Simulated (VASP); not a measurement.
Band structure of HfC (rock salt). Computed with PW91 GGA, VASP's PBE PAW potentials (set 64) (plane waves; VASP).

Unless said otherwise, spin-orbit coupling is left out, though it shifts the bands of the heavy elements here.

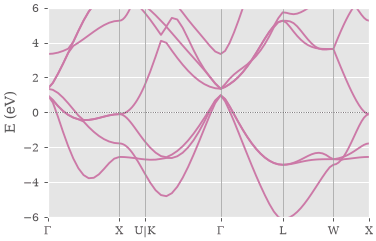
Bands along high-symmetry lines, zero at the valence-band maximum or, without a gap, the Fermi level

Read the plot: is there a gap, and where are the band edges?

It has no gap at this level: it comes out as a metal or semimetal. (Edges off the drawn lines would not show.)

The compound is HfC in the rock salt structure. It was relaxed first.
